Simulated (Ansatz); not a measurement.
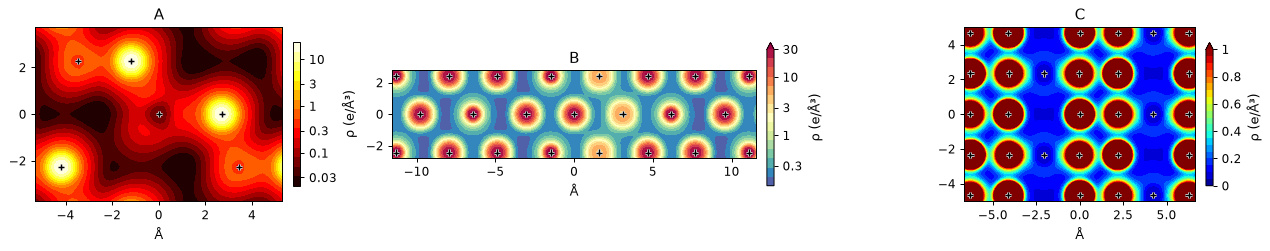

The valence charge density (pseudo) of 3 systems, each on a plane through atoms (crosses mark nuclei in the plane).

All numbers below come from DFT PBE, scalar-relativistic, plane waves, PAW (Ansatz).

System 1: AlB₂Sb₃, the (110) plane of the conventional cell. Space group P3m1; a generated structure, not necessarily the stable one.

```
CELL_PARAMETERS angstrom
3.92281 0.00000 0.00000
-1.96140 3.39725 0.00000
0.00000 0.00000 9.89961
ATOMIC_POSITIONS crystal
Al 0.00000 0.00000 0.00421
B 0.66667 0.33333 0.35012
B 0.33333 0.66667 0.65293
Sb 0.66667 0.33333 0.58140
Sb 0.00000 0.00000 0.27636
Sb 0.33333 0.66667 0.88497
```

System 2: Sc₂AlN₂, the (11̄0) plane of the conventional cell. Space group I4/mmm; a structure from a database of computed crystals, not necessarily the ambient phase; a generated structure, not necessarily the stable one; changed on purpose from its base cell (volume × 1.10, shape and atoms relaxed); computed pressure about −12 GPa in this cell; computed without spin polarisation.

System 3: Hf₄Ge₂W, the (11̄0) plane of the conventional cell. Space group P4/nmm; a generated structure, not necessarily the stable one.

Which map belongs to which system?

Answer. Panel A is system 1, AlB₂Sb₃: the plane holds Al, B and Sb. B–Sb (2.30 Å): the density is about 0.59 e/Å³ at the midpoint. Panel B is system 3, Hf₄Ge₂W: the plane holds Hf, Ge and W. W–W (2.85 Å): ρ at the midpoint is about 0.37 e/Å³. Panel C is system 2, Sc₂AlN₂: the plane holds Sc, Al and N. Al–N (2.03 Å): the density is about 0.52 e/Å³ at the midpoint.
